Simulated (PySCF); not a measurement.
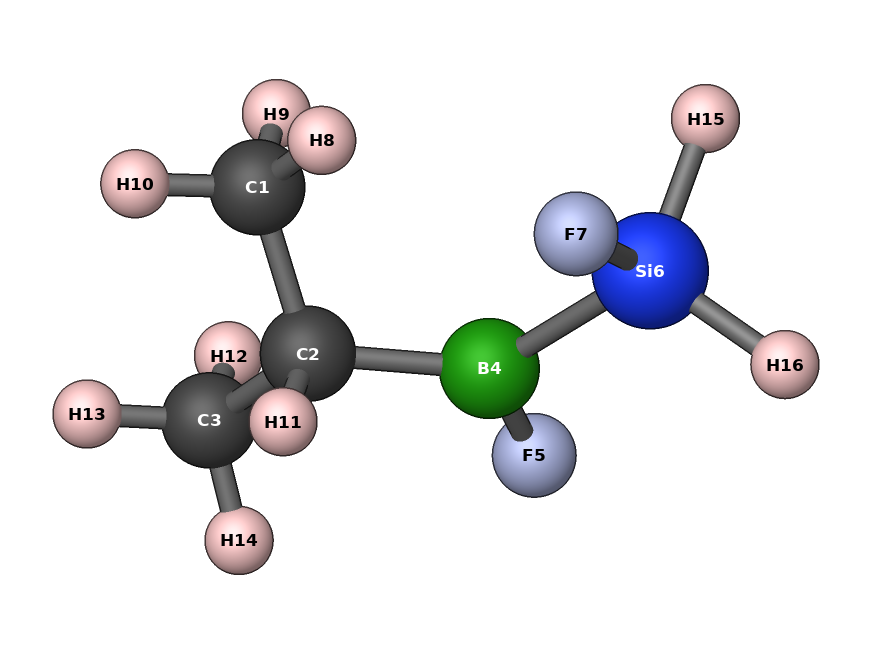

The geometry was computed by an optimisation with GFN2-xTB. No frequency run is at hand to confirm it as a minimum. Level of theory: GIAO PBE0/pcSseg-1 NMR shielding, non-relativistic, gas phase (PySCF 2.14.0). Principal shieldings σ11 ≤ σ22 ≤ σ33, span Ω = σ33 − σ11, skew κ = 3(σiso − σ22)/Ω.

> Which C atom has the most anisotropic shielding?

C2, with a span of 48 ppm.

Give the shielding tensors of the C atoms.

```csv
atom,σ11,σ22,σ33,σiso,Ω,κ
C1,153.1,166.6,187.5,169.1,34.4,0.22
C2,124.0,162.2,172.2,152.8,48.2,−0.58
C3,157.8,164.3,185.8,169.3,27.9,0.54
```

Shieldings and span in ppm.

The geometry is semi-empirical. Around B, Si such bond lengths and angles can be off by a tenth of an ångström or more and by several degrees, and values that hang on the shape move with them.
